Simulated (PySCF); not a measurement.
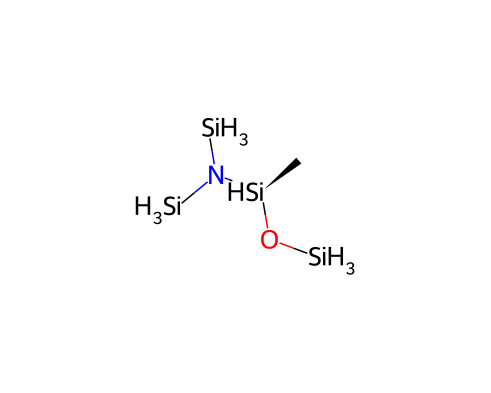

Source: calculation with PySCF.

**Transcribe the drawing into SMILES.**

C[Si@@H](O[SiH3])N([SiH3])[SiH3]

**What is the molecular formula?**

CH13NOSi4.

**An optimisation with PBE0-D3(BJ)/def2-SVP gave a structure of which point group?**

C1.
